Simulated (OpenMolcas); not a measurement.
C2H5B: a line through the functionals

The species is C2H5B (8 atoms), meant as a singlet with charge 0. As SMILES, `BC=C`. The coordinates come from a PBE0-D4/def2-TZVP relaxation.

The dipole moment y, in D, basis 6-311+G(d,p); a is the functional's share of exact exchange. Programs: OpenMolcas 26.06.

```
functional     program     a  y (D)
    r2SCAN  OpenMolcas     0   1.36
      TPSS  OpenMolcas     0   1.38
     B3LYP  OpenMolcas   0.2      ?
      PBE0  OpenMolcas  0.25   1.33
     BHLYP  OpenMolcas   0.5   1.25
```

Question: Fit y = c + s·a to the known rows and predict B3LYP.

Answer: 
1. Means of the 4 rows: a = 0.1875, y = 1.330.
2. Σ(Δa)² = 0.17188, Σ(Δa·Δy) = -0.04, so the slope is -0.04/0.17188 = -0.23272.
3. Intercept: 1.330 − (-0.23272) × 0.1875 = 1.374. The largest residual of the fit is 0.014.
4. B3LYP: 1.374 + (-0.23272) × 0.2 = 1.33 D.

The run gave 1.33 D, so the prediction is off by 0.00 D: they agree to the digits shown.

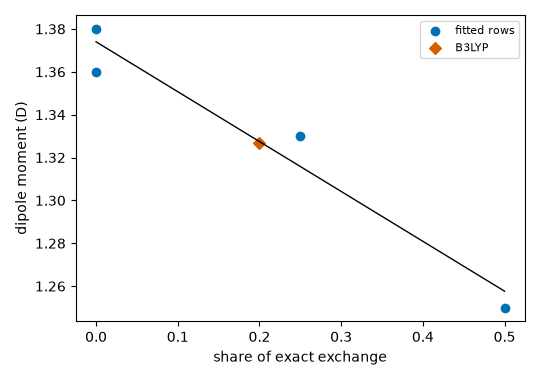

The fitted line, with the withheld row.
